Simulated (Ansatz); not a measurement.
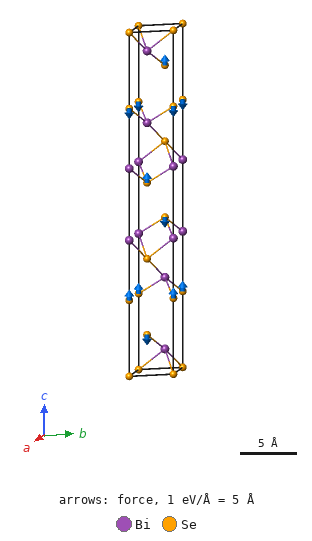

Starting geometry of solid Bi2Se3 (set up in R-3m) with the computed forces as blue arrows. The picture is a ball-and-stick view of the conventional cell (3 times the calculation's cell), seen slightly off an axis. Lengths and directions refer to the drawn axes.

Case: relaxed again under DFT PBEsol, scalar-relativistic, plane waves, PAW.

These are results of DFT PBEsol, scalar-relativistic, plane waves, PAW (Ansatz 0.2.0), not measurements.

Input
```yaml
crystal:
  lattice:
    - [2.0936564897, 1.2087731379, 10.4340295099]
    - [-2.0936564897, 1.2087731379, 10.4340295099]
    - [0.0, -2.4175462758, 10.4340295099]
  atoms:
    - { symbol: Bi, position: [0.3955941733, 0.3955941733, 0.3955941733] }
    - { symbol: Bi, position: [0.6044058267, 0.6044058267, 0.6044058267] }
    - { symbol: Se, position: [0.0, 0.0, 0.0] }
    - { symbol: Se, position: [0.2210304522, 0.2210304522, 0.2210304522] }
    - { symbol: Se, position: [0.7789695478, 0.7789695478, 0.7789695478] }
basis:
  ecutwfc: 420
kpoints:
  mp_grid: { grid: [6, 6, 6] }
hamiltonian:
  xc: pbesol
scf:
  occupations: { method: gaussian, width: 0.02 }
output:
  forces: true
  stress: true
  eigenvalues: true
relax:
  adjacent_minimum: "off"
  f_tol: 0.005
  max_steps: 50
  cell: { stress_tol: 0.05 }
```

Command:
```bash
ansatz run input.yaml --threads 2 --pin off --max-ram 5120MiB --backend cpu --events-out ev --progress --plain --runs-dir out
```

### What follows when this structure is relaxed?

It isn't relaxed: the largest force vector, on Se atoms, is 0.20 eV/Å. Measured relative to the changing cell, the final displacements run against the starting forces (cosine between the two patterns −0.92). The largest moves relative to the cell, 0.28 Å, are those of Se4 and Se5. Se5 goes along +c. Largest moves by element: Se 0.28 Å, Bi 0.14 Å. The volume changes by −11.3 %, with a = b 4.187 → 4.130 Å (−1.4 %), c 31.302 → 28.525 Å (−8.9 %). Some distances before and after: Bi1–Se3 3.105 → 3.056 Å, Bi1–Se5 2.881 → 2.855 Å. The space group stays R-3m (No. 166). Over 7 accepted moves (9 points after the start) the energy falls by 21.2 meV per atom. Largest force component: 0.2 eV/Å at the start, 0.00066 eV/Å at the end. The pressure goes from −2.36 to −0.01 GPa. The line search rejected the trial step at point 6 of the run. The SCF was repeated once at an unchanged geometry on a basis and grid sized afresh for the cell, which shifted the energy by 0.4 meV per atom at most.
